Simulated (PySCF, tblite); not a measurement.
**cyanoallene (C₄H₃N): isotopologues and vibrational averages**

Aim: rotational constants, zero-point energies and shieldings of isotopologues of cyanoallene (C₄H₃N) (`C=C=CC#N`).

Computed with tblite 0.8.0 (tight binding) and PySCF 2.14.0 (DFT, with response routines of our own); each step states its level. Atoms count from 0 throughout.

### Step 1. The starting structure

8 atoms, charge 0, multiplicity 1; geometry from: force field or distance geometry start.

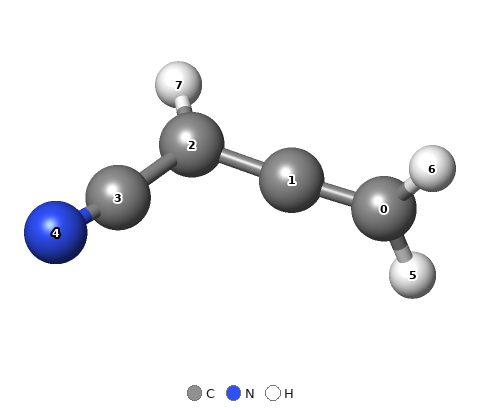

The starting geometry (carbon grey, nitrogen blue, hydrogen white), atoms numbered.

### Step 2. GFN2-xTB relaxation, lowest of a short conformer search

The job: settings as JSON, then the geometry in Å.

```
{"job": {"xc": "GFN2-xTB", "basis": "xTB", "kind": "relax"}, "charge": 0, "multiplicity": 1}
C     -1.602300     0.214600     0.360400
C     -0.400500    -0.079300     0.414100
C      0.913500    -0.423000     0.536500
C      1.715500     0.127900    -0.545600
N      2.415600     0.494300    -1.315900
H     -2.285300    -0.444300    -0.200900
H     -1.929300     1.147200     0.837000
H      1.209000    -0.999700     1.365000
```

The run is started by

```
$ OMP_NUM_THREADS=1 python ens_run.py task.json out
```

The driver reads the study from task.json and runs its stages one after another.

The program printed:

```text
step      E/eV     max force
  0    -350.37165    7.732
  1    -348.90759   14.918
  2    -350.74569    2.883
  3    -350.68643    6.226
  4    -350.81915    0.946
  5    -350.83641    0.511
  6    -350.85664    0.391
  7    -350.87216    0.292
  8    -350.87603    0.229
  9    -350.88198    0.214
 10    -350.88394    0.161
 11    -350.88538    0.118
 12    -350.88662    0.130
 13    -350.88797    0.103
 14    -350.88884    0.084
 15    -350.88942    0.068
 16    -350.88990    0.070
 17    -350.89025    0.050
 18    -350.89042    0.052
 19    -350.89055    0.046
 20    -350.89077    0.058
 21    -350.89122    0.105
 22    -350.89192    0.137
 23    -350.89270    0.116
 24    -350.89320    0.053
 25    -350.89337    0.039
 26    -350.89346    0.031
 27    -350.89354    0.024
 28    -350.89357    0.010
 29    -350.89358    0.008
 30    -350.89358    0.007
 31    -350.89359    0.012
 32    -350.89361    0.015
 33    -350.89363    0.011
 34    -350.89363    0.006
 35    -350.89364    0.005
 36    -350.89364    0.005
 37    -350.89364    0.005
 38    -350.89364    0.004
```

It took 0.22 s on 1 thread of Arm Neoverse N1, shared host.

The energy fell by 0.522 eV, and the atoms moved 0.10 Å (root mean square).

### Step 3. Tight optimisation and Hessian

The job: settings as JSON, then the geometry in Å.

```
{"job": {"xc": "PBE0", "basis": "pcSseg-1", "grid": 2, "temperatures": [200, 298.15], "kind": "geom"}, "charge": 0, "multiplicity": 1}
C     -1.650034     0.220848     0.370703
C     -0.397045    -0.074677     0.431122
C      0.875826    -0.366909     0.478367
C      1.781658     0.086146    -0.501816
N      2.532425     0.444270    -1.290453
H     -2.356428    -0.406389    -0.149022
H     -2.047660     1.106102     0.840462
H      1.297486    -0.971742     1.271255
```

The program printed:

```text
step   0  E = -5676.7713762 eV  max force = 0.76432
step   1  E = -5676.7935972 eV  max force = 0.09266
step   2  E = -5676.7938924 eV  max force = 0.02640
step   3  E = -5676.7939220 eV  max force = 0.00287
step   4  E = -5676.7939225 eV  max force = 0.00114
step   5  E = -5676.7939225 eV  max force = 0.00114
step   6  E = -5676.7939225 eV  max force = 0.00015
harmonic wavenumbers (cm-1): 142.3 312.8 376.4 382.1 616.1 654.4 874.9 891.5 961.7 985.1 1133.8 1339.4 1455.4 2075.8 2368.9 3145.3 3167.0 3230.2
```

It took 6.1 min on 1 thread of Arm Neoverse N1, shared host; peak memory 0.53 GiB.

### Step 4. Displacements along the modes, parent

The job: settings as JSON, then the geometry in Å.

```
{"job": {"xc": "PBE0", "basis": "pcSseg-1", "grid": 2, "temperatures": [200, 298.15], "kind": "vib", "mass_numbers": [12, 12, 12, 12, 14, 1, 1, 1]}, "charge": 0, "multiplicity": 1}
C     -1.667262     0.217174     0.381507
C     -0.403454    -0.064013     0.414999
C      0.874020    -0.356585     0.461650
C      1.806310     0.090570    -0.517106
N      2.587517     0.437141    -1.294102
H     -2.372260    -0.430539    -0.138805
H     -2.055745     1.111851     0.867224
H      1.267103    -0.967951     1.275251
```

The program printed:

```text
mode    cm-1    km/mol   phi_rrr   E(+)/cm-1  E(-)/cm-1
  1    142.27     2.49      -7.5      26.42      26.92
  2    312.83     3.72       0.8      60.65      60.81
  3    376.38     5.70      -0.7      68.84      68.83
  4    382.08     7.17      -3.0      69.29      69.51
  5    616.06     3.35     -13.5     110.43     111.42
  6    654.39     4.80      -0.0     118.44     118.40
  7    874.90    30.82      -0.3     160.06     160.13
  8    891.50    62.34       0.0     163.15     163.09
  9    961.67     7.95     -66.2     170.70     175.46
 10    985.10     1.24       0.6     177.99     178.04
 11   1133.76     0.20      29.1     205.31     203.21
 12   1339.36     0.60      29.0     242.46     240.35
 13   1455.43     4.45      82.5     265.17     259.23
 14   2075.79    87.24     -17.0     373.60     374.83
 15   2368.87    21.01    -600.7     405.68     448.89
 16   3145.31     4.78    1300.0     615.44     521.97
 17   3166.96     5.29   -1953.8     505.63     645.85
 18   3230.16     3.41       1.8     584.43     584.37
```

Run time: 6.1 min. Hardware: 1 thread of Arm Neoverse N1, shared host; peak memory 0.52 GiB.

### Step 5. Displacements along the modes, 13C at atom 0

The job: settings as JSON, then the geometry in Å.

```
{"job": {"xc": "PBE0", "basis": "pcSseg-1", "grid": 2, "temperatures": [200, 298.15], "kind": "vib", "mass_numbers": [13, 12, 12, 12, 14, 1, 1, 1]}, "charge": 0, "multiplicity": 1}
C     -1.667262     0.217174     0.381507
C     -0.403454    -0.064013     0.414999
C      0.874020    -0.356585     0.461650
C      1.806310     0.090570    -0.517106
N      2.587517     0.437141    -1.294102
H     -2.372260    -0.430539    -0.138805
H     -2.055745     1.111851     0.867224
H      1.267103    -0.967951     1.275251
```

The program printed:

```text
mode    cm-1    km/mol   phi_rrr   E(+)/cm-1  E(-)/cm-1
  1    140.74     2.52      -7.6      26.12      26.63
  2    312.44     3.70       0.7      60.58      60.73
  3    376.28     5.64      -0.7      68.81      68.81
  4    381.44     7.02       3.0      69.40      69.18
  5    613.59     3.18      13.6     110.97     109.98
  6    654.35     4.78       0.0     118.44     118.39
  7    874.80    30.66       0.3     160.11     160.04
  8    883.23    62.08       0.2     161.67     161.60
  9    958.73     7.98     -59.1     170.42     174.67
 10    977.24     1.45       0.6     176.59     176.64
 11   1127.77     0.20      26.2     204.12     202.22
 12   1339.00     0.55     -27.7     240.35     242.37
 13   1442.11     5.15      78.8     262.65     256.97
 14   2063.15    85.68      12.8     372.40     371.48
 15   2368.86    21.11    -600.7     405.68     448.88
 16   3138.94     4.12   -1303.5     520.71     614.43
 17   3166.93     5.45    1959.5     646.07     505.44
 18   3216.89     3.46       1.9     582.02     581.95
```

Run time: 6.1 min. Hardware: 1 thread of Arm Neoverse N1, shared host; peak memory 0.51 GiB.

### Step 6. Displacements along the modes, 13C at atom 1

The job: settings as JSON, then the geometry in Å.

```
{"job": {"xc": "PBE0", "basis": "pcSseg-1", "grid": 2, "temperatures": [200, 298.15], "kind": "vib", "mass_numbers": [12, 13, 12, 12, 14, 1, 1, 1]}, "charge": 0, "multiplicity": 1}
C     -1.667262     0.217174     0.381507
C     -0.403454    -0.064013     0.414999
C      0.874020    -0.356585     0.461650
C      1.806310     0.090570    -0.517106
N      2.587517     0.437141    -1.294102
H     -2.372260    -0.430539    -0.138805
H     -2.055745     1.111851     0.867224
H      1.267103    -0.967951     1.275251
```

The program printed:

```text
mode    cm-1    km/mol   phi_rrr   E(+)/cm-1  E(-)/cm-1
  1    141.86     2.44      -7.4      26.34      26.83
  2    310.01     4.17      -0.8      60.15      59.98
  3    371.99     5.06      -0.8      68.08      68.09
  4    376.32     7.20      -4.4      68.18      68.51
  5    608.17     2.83      13.8     110.01     109.00
  6    653.97     4.92      -0.0     118.32     118.36
  7    874.81    30.95       0.3     160.12     160.05
  8    890.94    62.30       0.7     163.08     162.98
  9    960.22     8.30     -66.9     170.41     175.23
 10    978.29     1.21       0.6     176.81     176.86
 11   1133.03     0.21      27.7     205.14     203.13
 12   1336.94     0.56      27.6     241.97     239.96
 13   1455.34     4.39      82.6     265.15     259.21
 14   2022.39    82.25     -15.6     364.01     365.13
 15   2368.85    21.32    -600.7     405.68     448.88
 16   3145.20     4.66    1299.9     615.41     521.96
 17   3166.94     5.24   -1953.2     505.64     645.82
 18   3230.16     3.40       1.8     584.43     584.37
```

It took 6.1 min on 1 thread of Arm Neoverse N1, shared host; peak memory 0.51 GiB.

### Step 7. Displacements along the modes, 13C at atom 0, 2H at atom 5

The job: settings as JSON, then the geometry in Å.

```
{"job": {"xc": "PBE0", "basis": "pcSseg-1", "grid": 2, "temperatures": [200, 298.15], "kind": "vib", "mass_numbers": [13, 12, 12, 12, 14, 2, 1, 1]}, "charge": 0, "multiplicity": 1}
C     -1.667262     0.217174     0.381507
C     -0.403454    -0.064013     0.414999
C      0.874020    -0.356585     0.461650
C      1.806310     0.090570    -0.517106
N      2.587517     0.437141    -1.294102
H     -2.372260    -0.430539    -0.138805
H     -2.055745     1.111851     0.867224
H      1.267103    -0.967951     1.275251
```

The program printed:

```text
mode    cm-1    km/mol   phi_rrr   E(+)/cm-1  E(-)/cm-1
  1    137.63     2.55       7.5      26.04      25.52
  2    285.43     2.63      -1.2      54.96      55.24
  3    356.63     5.66      -4.7      64.97      65.35
  4    379.67     7.06       3.0      69.12      68.89
  5    594.37     5.05      18.3     107.89     106.59
  6    616.72     1.08      19.3     111.79     110.38
  7    781.35    40.44      14.2     142.52     141.53
  8    843.80     2.91      10.9     152.54     151.82
  9    879.33    38.56     -10.6     159.90     160.63
 10    958.94     5.75     -56.1     170.56     174.61
 11   1114.05     0.50      -9.4     200.29     201.02
 12   1260.36     1.77     -20.8     226.65     228.12
 13   1395.47     2.88      48.0     253.16     249.74
 14   2049.52    77.85      39.8     370.85     367.99
 15   2339.78    13.19    1106.9     463.56     384.01
 16   2369.34    18.00     583.9     448.33     406.34
 17   3166.79     6.21   -1952.3     505.64     645.76
 18   3180.33     3.13    1932.8     647.29     508.62
```

Wall time 6 min (1 thread of Arm Neoverse N1, shared host); peak memory 0.51 GiB.

### Step 8. Displacements along the modes, 2H at atom 5

The job: settings as JSON, then the geometry in Å.

```
{"job": {"xc": "PBE0", "basis": "pcSseg-1", "grid": 2, "temperatures": [200, 298.15], "kind": "vib", "mass_numbers": [12, 12, 12, 12, 14, 2, 1, 1]}, "charge": 0, "multiplicity": 1}
C     -1.667262     0.217174     0.381507
C     -0.403454    -0.064013     0.414999
C      0.874020    -0.356585     0.461650
C      1.806310     0.090570    -0.517106
N      2.587517     0.437141    -1.294102
H     -2.372260    -0.430539    -0.138805
H     -2.055745     1.111851     0.867224
H      1.267103    -0.967951     1.275251
```

The program printed:

```text
mode    cm-1    km/mol   phi_rrr   E(+)/cm-1  E(-)/cm-1
  1    138.91     2.53      -7.4      25.77      26.27
  2    285.72     2.65       1.3      55.30      55.01
  3    356.64     5.66       4.8      65.35      64.97
  4    380.14     7.18      -3.0      68.98      69.21
  5    595.65     4.83     -18.2     106.83     108.13
  6    618.81     1.31      19.1     112.15     110.75
  7    787.33    40.35      13.9     143.58     142.61
  8    850.73     2.99      -9.4     153.12     153.73
  9    881.67    39.06     -12.0     160.23     161.06
 10    962.25     5.69     -63.1     170.91     175.47
 11   1118.30     0.53     -12.3     200.97     201.89
 12   1263.39     1.49     -19.5     227.22     228.60
 13   1407.91     2.57      58.3     255.74     251.57
 14   2058.68    77.74      16.6     371.65     370.46
 15   2356.01    20.14     992.8     462.00     390.63
 16   2370.11    12.77     494.6     445.15     409.59
 17   3166.82     6.08   -1962.1     505.33     646.15
 18   3190.57     3.43    1949.5     649.79     509.93
```

It took 5.9 min on 1 thread of Arm Neoverse N1, shared host; peak memory 0.51 GiB.

### Step 9. Vibrational averages by isotopologue

The job: settings as JSON, then the geometry in Å.

```
{"job": {"xc": "PBE0", "basis": "pcSseg-1", "grid": 2, "temperatures": [200, 298.15], "kind": "iso"}, "charge": 0, "multiplicity": 1}
C     -1.667262     0.217174     0.381507
C     -0.403454    -0.064013     0.414999
C      0.874020    -0.356585     0.461650
C      1.806310     0.090570    -0.517106
N      2.587517     0.437141    -1.294102
H     -2.372260    -0.430539    -0.138805
H     -2.055745     1.111851     0.867224
H      1.267103    -0.967951     1.275251
```

The program printed:

```text
parent
  Be/MHz 26735.077 2682.95 2480.368
  B0/MHz 26982.366 2676.095 2472.964
  ZPE/cm-1 12056.4
  <sigma>(0 K)/ppm 98.860 -50.761 111.245 67.773 -66.912 25.472 25.472 25.720
13C at atom 0
  Be/MHz 26472.852 2610.246 2415.937
  B0/MHz 26721.058 2603.531 2408.729
  ZPE/cm-1 12018.2
  <sigma>(0 K)/ppm 98.882 -50.729 111.250 67.772 -66.909 25.474 25.474 25.720
13C at atom 1
  Be/MHz 26705.136 2664.477 2464.317
  B0/MHz 26952.959 2657.684 2456.985
  ZPE/cm-1 12012.7
  <sigma>(0 K)/ppm 98.900 -50.712 111.278 67.773 -66.899 25.474 25.474 25.721
13C at atom 0, 2H at atom 5
  Be/MHz 24825.071 2500.903 2325.698
  B0/MHz 25037.169 2494.477 2318.848
  ZPE/cm-1 11354.8
  <sigma>(0 K)/ppm 99.039 -50.815 111.146 67.773 -66.859 25.563 25.484 25.716
2H at atom 5
  Be/MHz 25022.472 2565.35 2383.053
  B0/MHz 25233.359 2558.802 2376.032
  ZPE/cm-1 11394.8
  <sigma>(0 K)/ppm 99.019 -50.847 111.141 67.773 -66.861 25.560 25.482 25.716
```

Wall time 36 min (1 thread of Arm Neoverse N1, shared host); peak memory 0.53 GiB. This counts the whole study up to here.

Rotational constants (MHz) at equilibrium and in the ground state:

```
               isotopologue                       Be                       B0  zero-point change (cm⁻¹)
                     parent  26735.1, 2682.9, 2480.4  26982.4, 2676.1, 2473.0                       0.0
              13C at atom 0  26472.9, 2610.2, 2415.9  26721.1, 2603.5, 2408.7                     -38.2
              13C at atom 1  26705.1, 2664.5, 2464.3  26953.0, 2657.7, 2457.0                     -43.7
13C at atom 0, 2H at atom 5  24825.1, 2500.9, 2325.7  25037.2, 2494.5, 2318.8                    -701.6
               2H at atom 5  25022.5, 2565.3, 2383.1  25233.4, 2558.8, 2376.0                    -661.6
```

Shieldings of the first species (ppm): at equilibrium, the vibrational parts at 0 K, and the averages:

```
atom  equilibrium  anharmonic  harmonic     0 K   200 K  298.15 K
  C0       101.27       -0.09     -2.33   98.86   98.70     98.53
  C1       -48.76       -0.39     -1.61  -50.76  -50.88    -51.02
  C2       113.30       -0.56     -1.49  111.25  111.10    110.94
  C3        69.11        0.22     -1.56   67.77   67.66     67.54
  N4       -60.58        0.80     -7.14  -66.91  -67.23    -67.77
  H5        25.90        0.02     -0.44   25.47   25.47     25.46
  H6        25.90        0.02     -0.44   25.47   25.47     25.46
  H7        26.17       -0.05     -0.40   25.72   25.72     25.71
```

Isotope effects on the shieldings at 0 K (ppb; positive means more shielded):

```
atom  13C at atom 0  13C at atom 1  13C at atom 0, 2H at atom 5  2H at atom 5
  C0             22             40                          180           159
  C1             33             49                          -53           -85
  C2              5             33                          -99          -104
  C3             -1              0                            0             0
  N4              4             13                           54            51
  H5              2              1                           90            88
  H6              2              1                           12            10
  H7              0              1                           -4            -4
```

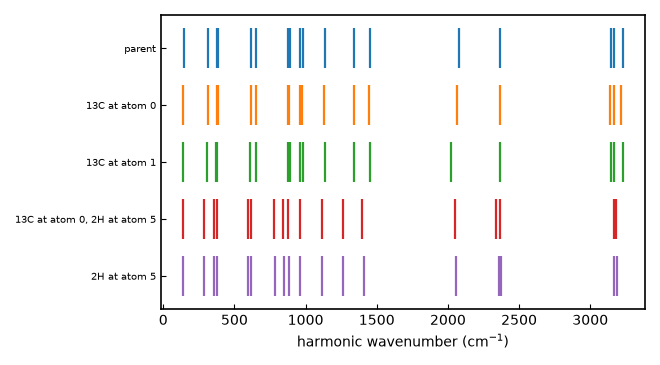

Harmonic wavenumbers of each isotopologue.

### Step 10. Results

| quantity | value |
| --- | --- |
| point group | Cs |
| B0 of the first species | 26982.4, 2676.1, 2473.0 MHz |
| zero-point energy | 12056 cm⁻¹ |
| zero-point change of σ(N4) | -6.34 ppm |

What this shows: Zero-point motion changes the shielding of N4 most, by -6.34 ppm. The largest secondary isotope effect is 159 ppb on C0, 1 bond from the change (2H at atom 5). The job flags a low mode; perturbation theory is less sure for low modes.
